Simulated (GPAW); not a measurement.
**Calculation of the molecule and its ions, with input and output: Si₂H₅F (part 2 of 2)**

Si₂H₅F; BP86/dzp, scalar-relativistic datasets (GPAW 26.7.0). The geometry comes from this level: PBE0-D4/def2-TZVP.

Geometry of the input (Å):
```
F  -2.0152  0.9861  -0.2268
Si -0.5754  0.5811  -0.8136
Si 0.6335  -0.6112  0.8004
H  -0.7987  -0.2375  -2.0339
H  0.1257  1.8347  -1.1957
H  0.8495  0.2182  2.0151
H  1.9557  -0.9711  0.2189
H  -0.0829  -1.8574  1.1798
```

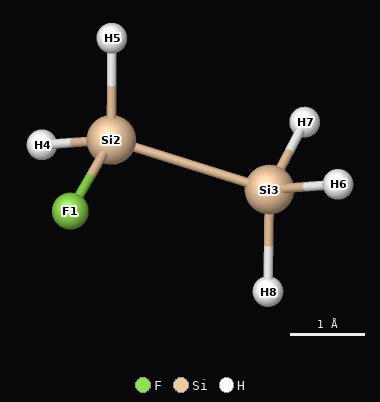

Fig. 1: The structure (ball-and-stick view, seen at a tilt; atoms are numbered from 1 in the order of the input).

## The program's output, continued
```
Energy contributions:
  Kinetic:          32.514685
  Coulomb:         -33.830779
  Zero:              0.399635
  External:          0.000000
  Xc:              -29.813551
  Entropy:           0.000000
  Spinorbit:         0.000000
  ----------------------------
  Free energy:     -30.730009
  Extrapolated:    -30.730009

dipole moment: (0.226045, -0.075254, -0.063258)  # |e|*Ang

Fermi level: -4.179
Eigenvalues  # (at kpt = [0.000, 0.000, 0.000])
| band index |      eig [eV] | occ [0-2] |
|------------|---------------|-----------|
|          0 |       -29.531 |     2.000 |
|        ... |               |           |
|          2 |       -12.939 |     2.000 |
|          3 |       -10.780 |     2.000 |
|          4 |       -10.517 |     2.000 |
|          5 |       -10.204 |     2.000 |
|          6 |        -8.807 |     2.000 |
|          7 |        -8.736 |     2.000 |
|          8 |        -8.131 |     2.000 |
|          9 |        -7.189 |     2.000 |
|         10 |        -1.170 |     0.000 |
|         11 |        -0.244 |     0.000 |
|         12 |         0.232 |     0.000 |
|         13 |         1.017 |     0.000 |
|         14 |         1.391 |     0.000 |
|         15 |         1.973 |     0.000 |

Gap: 6.018 eV
Transition (v -> c):
  (s=0, k=0, n=9, [0.00, 0.00, 0.00]) -> (s=0, k=0, n=10, [0.00, 0.00, 0.00])
No difference between direct/indirect transitions
vacuum-level: 0.000  # V
neutral       -30.73001 eV
  __  _  _
 | _ |_)|_||  |
 |__||  | ||/\| - 26.7.0

units:  Angstrom and eV
cores:  1
OpenMP: False

Versions:
  Python: 3.12.14
  ASE:    3.29.0
  Numpy:  2.5.5
  Scipy:  1.18.1
  Libxc:  7.0.0

        _gpaw.cpython-312-aarch64-linux-gnu.so

Input parameters:
  mode=LCAO(),
  basis={'default': 'dzp'},
  charge=1,
  h=0.22,
  maxiter=100,
  occupations=Occupations(name='fermi-dirac', width=0.0, fixmagmom=True),
  symmetry=Symmetry(point_group=False, time_reversal=False),
  xc=XC(name='GGA_X_B88+GGA_C_P86')

timing:  # [seconds]
  Total: 11.332  # ━━━━━━━━━━━━━━━━━━━━━━━━━━━━━━━━━━━━━━━━━━━━━━━━━━━━━━━━━━
  Init:   4.682  # ━━━━━━━━━━━━━━━━━━━━━━━━
  SCF:    6.628  # ━━━━━━━━━━━━━━━━━━━━━━━━━━━━━━━━━━

Max RSS: 645.211  # MiB
         .---------------------------------.
        /|                                 |
       / |                                 |
      /  |                                 |
     /   |                                 |
    /    |                                 |
   /     |                                 |
  /      |                                 |
 *       |                                 |
 |       |                                 |
 |       |              H                  |
 |       |                                 |
 |       |        F  H Si                  |
 |       |           SiH  H                |
 |       |                                 |
 |       |          H                      |
 |       |                                 |
 |       .---------------------------------.
 |      /                                 /
 |     /                                 /
 |    /                                 /
 |   /                                 /
 |  /                                 /
 | /                                 /
 |/                                 /
 *---------------------------------*

Atoms  # Å, Bohr magnetons
|   | symbol |        x |        y |        z |    initial magnetic moments |
|---|--------|----------|----------|----------|-----------------------------|
| 0 |      F | 5.000000 | 7.843500 | 6.807100 | ( 0.0000,  0.0000,  0.1250) |
| 1 |     Si | 6.439800 | 7.438500 | 6.220300 | ( 0.0000,  0.0000,  0.1250) |
| 2 |     Si | 7.648700 | 6.246200 | 7.834300 | ( 0.0000,  0.0000,  0.1250) |
| 3 |      H | 6.216500 | 6.619900 | 5.000000 | ( 0.0000,  0.0000,  0.1250) |
| 4 |      H | 7.140900 | 8.692100 | 5.838200 | ( 0.0000,  0.0000,  0.1250) |
| 5 |      H | 7.864700 | 7.075600 | 9.049000 | ( 0.0000,  0.0000,  0.1250) |
| 6 |      H | 8.970900 | 5.886300 | 7.252800 | ( 0.0000,  0.0000,  0.1250) |
| 7 |      H | 6.932300 | 5.000000 | 8.213700 | ( 0.0000,  0.0000,  0.1250) |

Unit cell  # Å
| periodic |         x |         y |         z |   lengths |    angles |
|----------|-----------|-----------|-----------|-----------|-----------|
|       no | 13.970900 |  0.000000 |  0.000000 | 13.970900 | 90.000000 |
|       no |  0.000000 | 13.692100 |  0.000000 | 13.692100 | 90.000000 |
|       no |  0.000000 |  0.000000 | 14.049000 | 14.049000 | 90.000000 |

Number of symmetries: 1
Symmetry operations  # r_c * U_cc + t_c -> r_c
|   | kind |            matrix            |
|---|------|------------------------------|
| 0 |  E   |  1, 0, 0,  0, 1, 0,  0, 0, 1 |

BZ-sampling:
  Number of BZ points: 1
  Number of IBZ points: 1

  Monkhorst-Pack size: [1, 1, 1]
  Monkhorst-Pack shift: [0, 0, 0]

K-points  # in reciprocal-cell coordinates
|   |                                coordinates |     weight |
|---|--------------------------------------------|------------|
| 0 | (  0.00000000,   0.00000000,   0.00000000) | 1.00000000 |

basis functions: 64
Spin-components: 2 (collinear spins)
Bands:           16
Projectors:      30
Spin-degeneracy: 1
Datatype:        <class 'float'>

  Storage: CPU
  Wave functions: 16_384 bytes (16_384 per core)

Parallelization:
  kpt:    1
  domain: 1
  band:   1

Density:
  Valence electrons: 20.0
  Components: 2
  Grid points: [64 64 64]
  Charge: 1.0  # |e|

Potential:
  Grid points: [64 64 64]

species:
  F:
    name:    Fluorine
    Z:       9.0
    valence: 7
    core:    2
    charge:  0.0  # [|e|]
    file:    F.GGA_X_B88+GGA_C_P86
    compensation charges:
      type: gauss
      rc: 0.20  # [Å]
      lmax: 2
    cutoffs:
      filter: 1.14  # [Å]
      core: 0.74  # [Å]
    projectors
    | kind |    occ | energy [eV] | rcut [Å] |
    |------|--------|-------------|----------|
    |   2s |  2.000 |     -29.987 |    0.635 |
    |   2p |  5.000 |     -11.203 |    0.635 |
    |    s |        |      -2.776 |    0.635 |
    |    p |        |      16.008 |    0.635 |
    |    d |        |       0.000 |    0.635 |

    LCAO basis set for F:
      Name: dzp
      File: F.dzp.basis.gz
      Number of radial functions: 5
      Number of spherical harmonics: 13
        l=0, rc=3.8594 Bohr: 2s-sz confined orbital
        l=1, rc=4.8750 Bohr: 2p-sz confined orbital
        l=0, rc=2.0156 Bohr: 2s-dz split-valence wave
        l=1, rc=2.6094 Bohr: 2p-dz split-valence wave
        l=2, rc=4.8750 Bohr: d-type Gaussian polarization
      Number of RI-basis functions 0

  Si:
    name:    Silicon
    Z:       14.0
    valence: 4
    core:    10
    charge:  0.0  # [|e|]
    file:    Si.GGA_X_B88+GGA_C_P86
    compensation charges:
      type: gauss
      rc: 0.33  # [Å]
      lmax: 2
    cutoffs:
      filter: 1.86  # [Å]
      core: 2.06  # [Å]
    projectors
    | kind |    occ | energy [eV] | rcut [Å] |
    |------|--------|-------------|----------|
    |   3s |  2.000 |     -10.919 |    1.058 |
    |   3p |  2.000 |      -4.181 |    1.058 |
    |    s |        |      16.293 |    1.058 |
    |    p |        |      23.031 |    1.058 |
    |    d |        |       0.000 |    1.058 |

    LCAO basis set for Si:
      Name: dzp
      File: Si.dzp.basis.gz
      Number of radial functions: 5
      Number of spherical harmonics: 13
        l=0, rc=6.8594 Bohr: 3s-sz confined orbital
        l=1, rc=9.0625 Bohr: 3p-sz confined orbital
        l=0, rc=3.8906 Bohr: 3s-dz split-valence wave
        l=1, rc=5.2344 Bohr: 3p-dz split-valence wave
        l=2, rc=9.0625 Bohr: d-type Gaussian polarization
      Number of RI-basis functions 0

  H:
    name:    Hydrogen
    Z:       1.0
    valence: 1
    core:    0
    charge:  0.0  # [|e|]
    file:    H.GGA_X_B88+GGA_C_P86
    compensation charges:
      type: gauss
      rc: 0.15  # [Å]
      lmax: 2
    cutoffs:
      filter: 0.85  # [Å]
      core: 0.53  # [Å]
    projectors
    | kind |    occ | energy [eV] | rcut [Å] |
    |------|--------|-------------|----------|
    |   1s |  1.000 |      -6.636 |    0.476 |
    |    s |        |      20.576 |    0.476 |
    |    p |        |       0.000 |    0.476 |

    LCAO basis set for H:
      Name: dzp
      File: H.dzp.basis.gz
      Number of radial functions: 3
      Number of spherical harmonics: 5
        l=0, rc=6.4219 Bohr: 1s-sz confined orbital
        l=0, rc=3.6094 Bohr: 1s-dz split-valence wave
        l=1, rc=6.4219 Bohr: p-type Gaussian polarization
      Number of RI-basis functions 0

Reference energy: -18562.259533  # eV

eigensolver:
  <gpaw.new.lcao.eigensolver.LCAOEigensolver object at 0xed4d0ffc9f70>
density mixing:
  MSR1-Mixer
  Pratt-step length: 0.05
  Maximum mixing coefficient: 0.75
  Old densities: 10
  SVD Regularization: 0.005
  Good broyden scale: 1.0
  Trust region scale: 1.0
  Backstep threshold: 4.0
  History deletion threshold: 6.0
  Fourier metric: weight=20.0, sigma=0.015

occupation numbers:
  Fixed magnetic moment: 1.000
  # Zero width

FastPoissonSolver using
    Stencil: 6*3+1=19 point O(h^6) finite-difference Laplacian
    FFT axes: []
    FST axes: [np.int64(0), np.int64(1), np.int64(2)]

xc functional:
  name: GGA_X_B88+GGA_C_P86 with 2 nearest neighbor stencil
interpolation: tri-quintic # 5. degree polynomial

         .---------------------------------.
        /|                                 |
       / |                                 |
      /  |                                 |
     /   |                                 |
    /    |                                 |
   /     |                                 |
  /      |                                 |
 *       |                                 |
 |       |                                 |
 |       |              H                  |
 |       |                                 |
 |       |        F  H Si                  |
 |       |           SiH  H                |
 |       |                                 |
 |       |          H                      |
 |       |                                 |
 |       .---------------------------------.
 |      /                                 /
 |     /                                 /
 |    /                                 /
 |   /                                 /
 |  /                                 /
 | /                                 /
 |/                                 /
 *---------------------------------*

Atoms  # Å, Bohr magnetons
|   | symbol |        x |        y |        z |    initial magnetic moments |
|---|--------|----------|----------|----------|-----------------------------|
| 0 |      F | 5.000000 | 7.843500 | 6.807100 | ( 0.0000,  0.0000,  0.1250) |
| 1 |     Si | 6.439800 | 7.438500 | 6.220300 | ( 0.0000,  0.0000,  0.1250) |
| 2 |     Si | 7.648700 | 6.246200 | 7.834300 | ( 0.0000,  0.0000,  0.1250) |
| 3 |      H | 6.216500 | 6.619900 | 5.000000 | ( 0.0000,  0.0000,  0.1250) |
| 4 |      H | 7.140900 | 8.692100 | 5.838200 | ( 0.0000,  0.0000,  0.1250) |
| 5 |      H | 7.864700 | 7.075600 | 9.049000 | ( 0.0000,  0.0000,  0.1250) |
| 6 |      H | 8.970900 | 5.886300 | 7.252800 | ( 0.0000,  0.0000,  0.1250) |
| 7 |      H | 6.932300 | 5.000000 | 8.213700 | ( 0.0000,  0.0000,  0.1250) |

Unit cell  # Å
| periodic |         x |         y |         z |   lengths |    angles |
|----------|-----------|-----------|-----------|-----------|-----------|
|       no | 13.970900 |  0.000000 |  0.000000 | 13.970900 | 90.000000 |
|       no |  0.000000 | 13.692100 |  0.000000 | 13.692100 | 90.000000 |
|       no |  0.000000 |  0.000000 | 14.049000 | 14.049000 | 90.000000 |

Number of symmetries: 1
Symmetry operations  # r_c * U_cc + t_c -> r_c
|   | kind |            matrix            |
|---|------|------------------------------|
| 0 |  E   |  1, 0, 0,  0, 1, 0,  0, 0, 1 |

BZ-sampling:
  Number of BZ points: 1
  Number of IBZ points: 1

  Monkhorst-Pack size: [1, 1, 1]
  Monkhorst-Pack shift: [0, 0, 0]

K-points  # in reciprocal-cell coordinates
|   |                                coordinates |     weight |
|---|--------------------------------------------|------------|
| 0 | (  0.00000000,   0.00000000,   0.00000000) | 1.00000000 |

basis functions: 64
Spin-components: 2 (collinear spins)
Bands:           16
Projectors:      30
Spin-degeneracy: 1
Datatype:        <class 'float'>

  Storage: CPU
  Wave functions: 16_384 bytes (16_384 per core)

Parallelization:
  kpt:    1
  domain: 1
  band:   1

Density:
  Valence electrons: 20.0
  Components: 2
  Grid points: [64 64 64]
  Charge: 1.0  # |e|

Potential:
  Grid points: [64 64 64]

species:
  F:
    name:    Fluorine
    Z:       9.0
    valence: 7
    core:    2
    charge:  0.0  # [|e|]
    file:    F.GGA_X_B88+GGA_C_P86
    compensation charges:
      type: gauss
      rc: 0.20  # [Å]
      lmax: 2
    cutoffs:
      filter: 1.14  # [Å]
      core: 0.74  # [Å]
    projectors
    | kind |    occ | energy [eV] | rcut [Å] |
    |------|--------|-------------|----------|
    |   2s |  2.000 |     -29.987 |    0.635 |
    |   2p |  5.000 |     -11.203 |    0.635 |
    |    s |        |      -2.776 |    0.635 |
    |    p |        |      16.008 |    0.635 |
    |    d |        |       0.000 |    0.635 |

    LCAO basis set for F:
      Name: dzp
      File: F.dzp.basis.gz
      Number of radial functions: 5
      Number of spherical harmonics: 13
        l=0, rc=3.8594 Bohr: 2s-sz confined orbital
        l=1, rc=4.8750 Bohr: 2p-sz confined orbital
        l=0, rc=2.0156 Bohr: 2s-dz split-valence wave
        l=1, rc=2.6094 Bohr: 2p-dz split-valence wave
        l=2, rc=4.8750 Bohr: d-type Gaussian polarization
      Number of RI-basis functions 0

  Si:
    name:    Silicon
    Z:       14.0
    valence: 4
    core:    10
    charge:  0.0  # [|e|]
    file:    Si.GGA_X_B88+GGA_C_P86
    compensation charges:
      type: gauss
      rc: 0.33  # [Å]
      lmax: 2
    cutoffs:
      filter: 1.86  # [Å]
      core: 2.06  # [Å]
    projectors
    | kind |    occ | energy [eV] | rcut [Å] |
    |------|--------|-------------|----------|
    |   3s |  2.000 |     -10.919 |    1.058 |
    |   3p |  2.000 |      -4.181 |    1.058 |
    |    s |        |      16.293 |    1.058 |
    |    p |        |      23.031 |    1.058 |
    |    d |        |       0.000 |    1.058 |

    LCAO basis set for Si:
      Name: dzp
      File: Si.dzp.basis.gz
      Number of radial functions: 5
      Number of spherical harmonics: 13
        l=0, rc=6.8594 Bohr: 3s-sz confined orbital
        l=1, rc=9.0625 Bohr: 3p-sz confined orbital
        l=0, rc=3.8906 Bohr: 3s-dz split-valence wave
        l=1, rc=5.2344 Bohr: 3p-dz split-valence wave
        l=2, rc=9.0625 Bohr: d-type Gaussian polarization
      Number of RI-basis functions 0

  H:
    name:    Hydrogen
    Z:       1.0
    valence: 1
    core:    0
    charge:  0.0  # [|e|]
    file:    H.GGA_X_B88+GGA_C_P86
    compensation charges:
      type: gauss
      rc: 0.15  # [Å]
      lmax: 2
    cutoffs:
      filter: 0.85  # [Å]
      core: 0.53  # [Å]
    projectors
    | kind |    occ | energy [eV] | rcut [Å] |
    |------|--------|-------------|----------|
    |   1s |  1.000 |      -6.636 |    0.476 |
    |    s |        |      20.576 |    0.476 |
    |    p |        |       0.000 |    0.476 |

    LCAO basis set for H:
      Name: dzp
      File: H.dzp.basis.gz
      Number of radial functions: 3
      Number of spherical harmonics: 5
        l=0, rc=6.4219 Bohr: 1s-sz confined orbital
        l=0, rc=3.6094 Bohr: 1s-dz split-valence wave
        l=1, rc=6.4219 Bohr: p-type Gaussian polarization
      Number of RI-basis functions 0

Reference energy: -18562.259533  # eV

eigensolver:
  <gpaw.new.lcao.eigensolver.LCAOEigensolver object at 0xed4d0ff9e930>
density mixing:
  MSR1-Mixer
  Pratt-step length: 0.05
  Maximum mixing coefficient: 0.75
  Old densities: 10
  SVD Regularization: 0.005
  Good broyden scale: 1.0
  Trust region scale: 1.0
  Backstep threshold: 4.0
  History deletion threshold: 6.0
  Fourier metric: weight=20.0, sigma=0.015

occupation numbers:
  Fixed magnetic moment: 1.000
  # Zero width

FastPoissonSolver using
    Stencil: 6*3+1=19 point O(h^6) finite-difference Laplacian
    FFT axes: []
    FST axes: [np.int64(0), np.int64(1), np.int64(2)]

xc functional:
  name: GGA_X_B88+GGA_C_P86 with 2 nearest neighbor stencil
interpolation: tri-quintic # 5. degree polynomial

Initialization done in: 6.603 s

convergence criteria:
- Maximum [total energy] change in last 3 cyles: 0.0005 eV / valence electron
- Maximum integral of absolute [dens]ity change: 0.0001 electrons / valence electron
- Maximum integral of absolute [eigenst]ate change: 4e-08 eV^2 / valence electron
maximum number of iterations: 100

SCF iterations
|iter     |     time |      energy | eigst |  dens |  magmom |
|---------|----------|-------------|-------|-------|---------|
|iter:   1| 00:00:18 |  -22.387901 |      c|       |  +1.0000|
|iter:   2| 00:00:19 |  -22.006626 |      c| -0.56 |  +1.0000|
|iter:   3| 00:00:21 |  -20.426448 |      c| -0.60 |  +1.0000|
|iter:   4| 00:00:22 |  -20.412397 |      c| -1.14 |  +1.0000|
|iter:   5| 00:00:24 |  -20.378105 |      c| -1.50 |  +1.0000|
|iter:   6| 00:00:26 |  -20.379634 |      c| -1.99 |  +1.0000|
|iter:   7| 00:00:27 |  -20.380225c|      c| -2.34 |  +1.0000|
|iter:   8| 00:00:29 |  -20.380262c|      c| -3.03 |  +1.0000|
|iter:   9| 00:00:30 |  -20.380271c|      c| -3.41 |  +1.0000|
|iter:  10| 00:00:32 |  -20.380272c|      c| -3.94 |  +1.0000|
|iter:  11| 00:00:33 |  -20.380272c|      c| -4.47c|  +1.0000|

Converged in 11 steps
SCF loop duration: 15.655 s (1.423 s/step)
Energy contributions relative to reference atoms: (reference = -18562.259533)

Energy contributions:
  Kinetic:          21.796414
  Coulomb:         -22.076667
  Zero:              0.390132
  External:          0.000000
  Xc:              -20.490151
  Entropy:           0.000000
  Spinorbit:         0.000000
  ----------------------------
  Free energy:     -20.380272
  Extrapolated:    -20.380272

dipole moment: (7.215865, 6.812755, 6.911159)  # |e|*Ang

Total magnetic moment: (0.000000, 0.000000, 0.999997)

Local magnetic moments
|        x |        y |        z |
|----------|----------|----------|
| 0.000000 | 0.000000 | 0.098877 |  # F    0
| 0.000000 | 0.000000 | 0.126856 |  # Si   1
| 0.000000 | 0.000000 | 0.152720 |  # Si   2
| 0.000000 | 0.000000 | 0.028458 |  # H    3
| 0.000000 | 0.000000 | 0.028305 |  # H    4
| 0.000000 | 0.000000 | 0.011003 |  # H    5
| 0.000000 | 0.000000 | 0.011736 |  # H    6
| 0.000000 | 0.000000 | 0.011012 |  # H    7

Fermi levels: -10.521, -13.845
Eigenvalues  # (at kpt = [0.000, 0.000, 0.000])
| band index |      eig [eV] | occ [0-1] |      eig [eV] | occ [0-1] |
|------------|---------------|-----------|---------------|-----------|
|          0 |       -36.072 |     1.000 |       -35.871 |     1.000 |
|        ... |               |           |               |           |
|          2 |       -19.322 |     1.000 |       -19.115 |     1.000 |
|          3 |       -17.278 |     1.000 |       -17.015 |     1.000 |
|          4 |       -16.829 |     1.000 |       -16.712 |     1.000 |
|          5 |       -16.824 |     1.000 |       -16.435 |     1.000 |
|          6 |       -14.965 |     1.000 |       -14.790 |     1.000 |
|          7 |       -14.820 |     1.000 |       -14.665 |     1.000 |
|          8 |       -14.426 |     1.000 |       -14.212 |     1.000 |
|          9 |       -14.390 |     1.000 |       -13.478 |     0.000 |
|         10 |        -7.565 |     0.000 |        -7.257 |     0.000 |
|         11 |        -6.697 |     0.000 |        -6.278 |     0.000 |
|         12 |        -6.072 |     0.000 |        -5.711 |     0.000 |
|         13 |        -4.717 |     0.000 |        -4.478 |     0.000 |
|         14 |        -4.478 |     0.000 |        -4.297 |     0.000 |
|         15 |        -3.840 |     0.000 |        -3.560 |     0.000 |

Gap: 5.913 eV
Transition (v -> c):
  (s=1, k=0, n=9, [0.00, 0.00, 0.00]) -> (s=0, k=0, n=10, [0.00, 0.00, 0.00])
No difference between direct/indirect transitions
vacuum-level: 0.000  # V
oxidised      -20.38027 eV
Vertical IP             10.350 eV
```

## Key numbers

```csv
quantity,value
outcome,converged
ionisation energy,10.35 eV
wall time,35 s
peak memory,0.97 GiB
```

## Remarks

Further notes kept with the run: datasets made with stock radii, not tested. On so coarse a grid the energy depends on the position of the molecule, which gives spurious forces.
